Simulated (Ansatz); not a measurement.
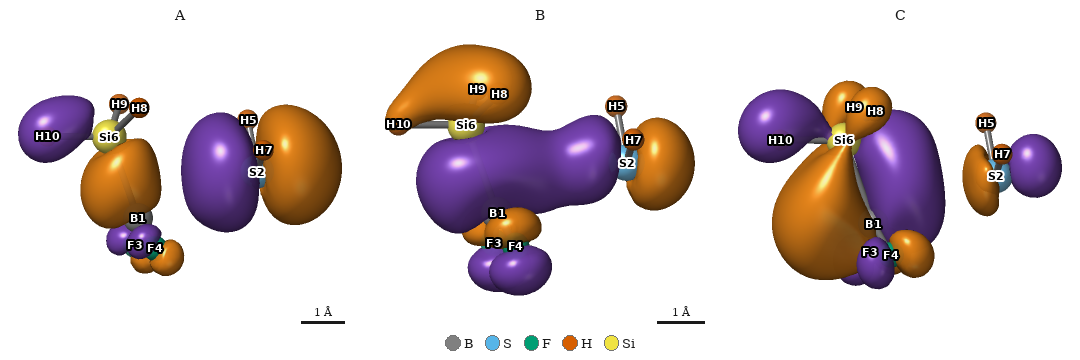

*BF$_{2}$H$_{3}$Si···H$_{2}$S. Three frontier orbitals at ±0.08 Å⁻³ᐟ² (orange and purple are the two phases), in no order.*

The product side of a reaction path; geometry: PBE0-D4/def2-TZVP.

Theory: Ansatz 0.2.0, RKS PBE0-D4/def2-TZVPP.

```xyz
10

B    -0.1218   -1.2823    0.5002
S     1.1473   -0.1218   -2.0046
F    -0.8905   -2.1427   -0.1471
F     1.0423   -1.7472    0.9291
H     0.3798    0.9458   -2.2741
Si   -0.7758    0.5753    0.9902
H     2.0540    0.6210   -1.3509
H     0.3730    1.5093    1.1327
H    -1.6930    1.0950   -0.0589
H    -1.5155    0.5476    2.2835
```

Order the three orbitals by energy and name them.

B is the HOMO−1 (−9.04 eV). It lies mainly on Si6 (about 30 %), B1 (about 25 %), S2 (about 15 %), F3 (about 10 %) and F4 (about 10 %). A is the HOMO (−7.92 eV). Its weight (Hirshfeld) is mainly on S2 (about 70 %), Si6 (about 10 %) and B1 (about 10 %); largely a lone pair of S2. C is the LUMO (−0.63 eV). By Hirshfeld shares it lies mainly on B1 (about 40 %), Si6 (about 25 %), F4 (about 10 %), F3 (about 10 %) and S2 (about 10 %).

What is the HOMO–LUMO gap?

7.29 eV between the orbital energies.
